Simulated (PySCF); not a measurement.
# BiH4S4 (Bi(SH)4+): the cost of one run

Computed with PySCF 2.14.0. Level: B3LYP, Bi def2-SVP with ECP60, S def2-SVP, H def2-SVP; scalar-relativistic core potentials, no spin–orbit coupling.

2 further runs of the same task are left out: 2 for a known fault of the program.

**1. The system as given**

9 atoms, charge 1, spin multiplicity 1.

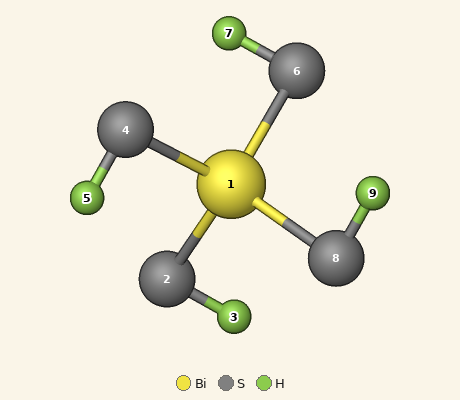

The geometry (bismuth yellow, sulfur grey, hydrogen green); atoms are numbered from 1 in the order of the file.

Geometry (Å):

```xyz
9

Bi    0.1507    0.3588   -0.0092
S     0.0306   -1.3355    1.8577
H    -0.5056   -0.4430    2.7306
S     0.2906   -0.9645   -2.1537
H    -0.5400   -1.9358   -1.6875
S     2.1511    1.8951    0.0171
H     2.9809    0.9420   -0.4837
S    -1.8722    1.8421    0.2637
H    -1.3604    2.8161   -0.5352
```

Formal oxidation states: Bi +5. An earlier session relaxed this geometry at B3LYP, Bi def2-SVP with ECP60, S def2-SVP, H def2-SVP (singlet, point group C1).

Its energy there is -1809.196122 Eh.

**2. Multiplicity 3 at the relaxed geometry**

Input file run.py (the lines that set the calculation):

```python
mol = gto.M(atom='''
Bi     0.15066     0.35880    -0.00922
S      0.03059    -1.33551     1.85773
H     -0.50559    -0.44300     2.73064
S      0.29061    -0.96451    -2.15373
H     -0.53996    -1.93584    -1.68746
S      2.15111     1.89515     0.01715
H      2.98089     0.94199    -0.48366
S     -1.87218     1.84214     0.26370
H     -1.36045     2.81615    -0.53515''',
    basis={'Bi': 'def2-SVP', 'S': 'def2-SVP', 'H': 'def2-SVP'},
    ecp={'Bi': 'def2-SVP'},
    charge=1, spin=2)
mf = dft.UKS(mol, xc='B3LYP')
mf.grids.atom_grid = (50, 194)
mf = mf.density_fit()  # fitting sets: Bi def2-universal-JKFIT, S def2-universal-JKFIT, H def2-universal-JKFIT
mf.conv_tol = 1e-08; mf.max_cycle = 55
mf.kernel(dm0)  # dm0: free metal ions and neutral atoms
```

Launch:

```sh
> OMP_NUM_THREADS=2 python run.py
```

**Question.** How long does this run take on 2 threads of Intel Xeon 6975P-C (Granite Rapids), shared host?

About 7.4 s.
